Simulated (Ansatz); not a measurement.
# Ligand exchange: C2H7BrSi + GaH2(NH2) → C2H9NSi + GaH2Br

Gas-phase species: C2H7BrSi `CC[SiH2]Br`, singlet; GaH2(NH2), singlet; C2H9NSi `CC[SiH2]N`, singlet; GaH2Br `[GaH2][Br]`, singlet. The partners trade Br for NH2: Si–Br and Ga–NH2 bonds give way to Si–NH2 and Ga–Br.

Shapes, held fixed at every level: PBE0-D4/def2-TZVP. Flexible molecules stand in one conformer, not always the lowest. Programs: Ansatz 0.2.0. The zero-point and thermal change to 298 K, harmonic and unscaled (PBE0-D4/def2-TZVP), is 0.0 kJ/mol.

| level | kind | ΔH(298 K) (kJ/mol) | less CCSD(T)/def2-TZVPP |
| --- | --- | --- | --- |
| HF/def2-TZVPP | Hartree–Fock | -51.9 | -19.6 |
| PBE-D4/def2-TZVPP | GGA | -29.0 | +3.3 |
| r2SCAN-D4/def2-TZVPP | meta-GGA | -32.9 | -0.6 |
| wB97M-V/def2-TZVPP | range-separated hybrid | -35.2 | -2.9 |
| CCSD(T)/def2-SVP | coupled cluster or CI | -28.6 | +3.7 |
| CCSD/def2-SVP | coupled cluster or CI | -31.2 | +1.1 |
| CCSD/def2-TZVPP | coupled cluster or CI | -35.0 | -2.7 |
| CCSD(T)/def2-TZVPP | coupled cluster or CI | -32.3 | 0.0 |

The highest level, CCSD(T)/def2-TZVPP, gives ΔH(298 K) = -32.3 kJ/mol; the levels span -51.9 to -28.6. The column of differences is taken from that level and isn't an error. No measured value is set beside it here. Relativity is left out for Br, Ga. Outer-core shells of Br, Ga are correlated, in sets that cover them unevenly.

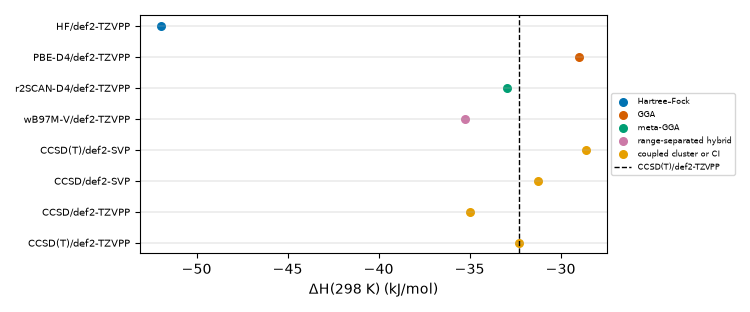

The values of the table, level by level.
